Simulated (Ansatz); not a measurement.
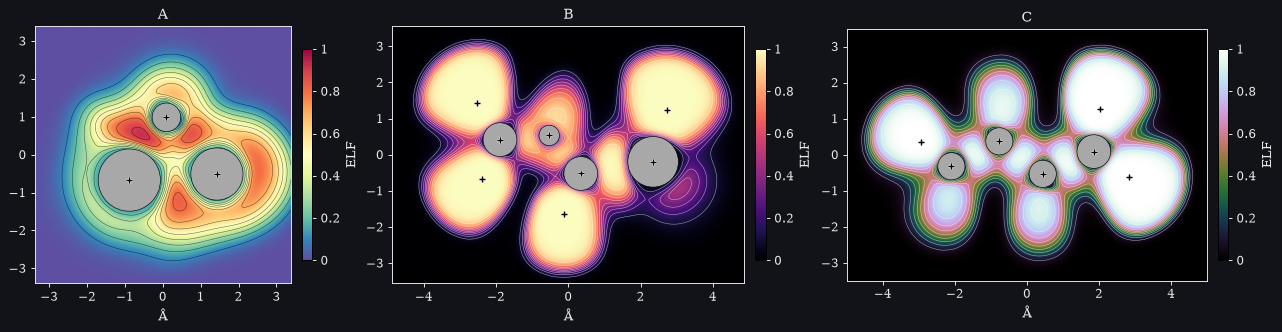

The electron localisation function of 3 systems, each on a plane through atoms (crosses mark nuclei in the plane; grey discs cover the cores).

Level of theory: Ansatz, RKS PBE0-D4/def2-TZVPP.

System 1: CH₄GeSe (SMILES [CH2]1[GeH2][Se]1), the plane of atoms Ge2, C1 and Se3. Geometry: PBE0-D4/def2-TZVP.

```xyz
7

C    -0.6391   -0.1983   -0.7172
Ge    0.6709    0.3358    0.5891
Se   -0.5312   -1.6457    0.6654
H    -1.5983    0.3065   -0.7255
H    -0.2957   -0.5210   -1.6934
H     0.3026    1.4147    1.6050
H     2.1520    0.2398    0.2308
```

System 2: B₂H₆OSi (SMILES BOB[SiH3]), the plane of atoms O2, B3 and H7. Geometry: PBE0-D4/def2-TZVP.

```xyz
10

B    -0.8046    1.6603   -1.4224
O    -0.6254    0.8529   -0.3332
B     0.2929   -0.1586   -0.2557
Si    0.4469   -1.2794    1.4274
H    -0.1230    1.5000   -2.3955
H    -1.6489    2.5029   -1.3474
H     0.9978   -0.3583   -1.2117
H     0.2208   -2.7124    1.0823
H    -0.5086   -0.8891    2.4984
H     1.8352   -1.1694    1.9605
```

System 3: C₃H₉B, the plane of atoms H5, B1 and H6. Geometry: PBE0-D4/def2-TZVP.

```xyz
13

B    -1.1031    1.7277   -0.6359
C    -0.5341    0.2895   -0.5596
C     0.5354   -0.0196    0.4799
C     0.9025   -1.4919    0.5484
H    -1.8019    2.0482   -1.5557
H    -0.9063    2.5289    0.2356
H    -0.2375   -0.0670   -1.5555
H    -1.4429   -0.3104   -0.3508
H     0.1916    0.3230    1.4616
H     1.4320    0.5696    0.2586
H     1.2764   -1.8494   -0.4155
H     0.0319   -2.1018    0.8074
H     1.6763   -1.6817    1.2961
```

Q: Match each panel to its system.

A: Panel A is system 1, CH₄GeSe: the plane holds C, Ge and Se. C–Ge (1.93 Å): the ELF peaks at about 0.90 in the valence shell of C, 0.7 Å from its nucleus, and is about 0.60 at the midpoint. Panel B is system 2, B₂H₆OSi: the plane holds B, O, Si and H. B–O (1.37 Å): the ELF peaks at about 0.90 between the atoms: a short, strongly polar bond. Panel C is system 3, C₃H₉B: the plane holds B, C and H. C–C (1.52 Å): the ELF peaks at about 0.95 between the atoms: a shared electron pair.
